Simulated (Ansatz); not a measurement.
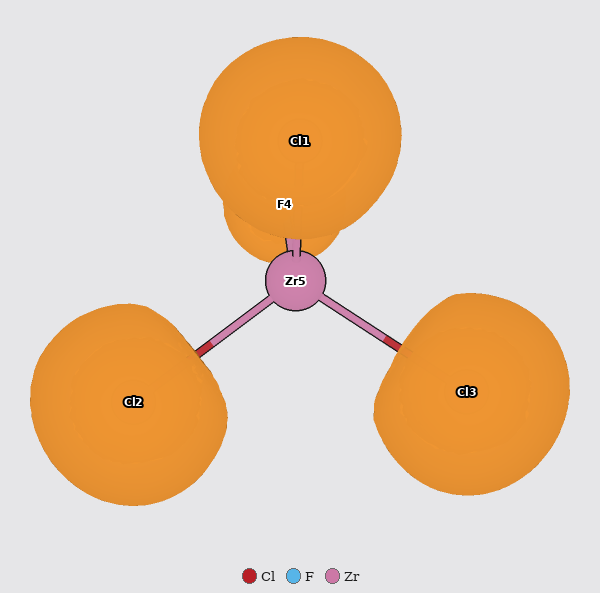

Figure. Cl3FZr (SMILES [F][Zr]([Cl])([Cl])[Cl]). Isosurface of the ELF at 0.8 (orange), seen at a tilt. Core shells and regions of very low density are left out.

Geometry: PBE0-D4/def2-SVP; core potentials replace the inner electrons of Zr.

Level of theory: Ansatz, isolated molecule in a Gaussian basis; Kohn-Sham density functional theory, functional PBE0.

```xyz
5

Cl    1.6354   -1.3561   -0.5635
Cl   -2.0214   -0.4789   -1.1611
Cl    0.4832    2.2654   -0.3264
F    -0.4674   -0.1841    1.8930
Zr   -0.1122    0.0488    0.0615
```

### What do the ELF domains correspond to?

The ELF exceeds this value in three regions wrapped around Cl (the valence shell of each) and one region wrapped around F (its valence shell). Along the contacts the grid gives the following. Zr–F (1.88 Å): the ELF peaks at about 0.85 in the valence shell of F, 0.5 Å from its nucleus, and drops to about 0.20 between the two atoms. Zr–Cl (2.33 Å): the ELF peaks at about 0.85 in the valence shell of Cl, 0.8 Å from its nucleus, and is about 0.35 at the midpoint.
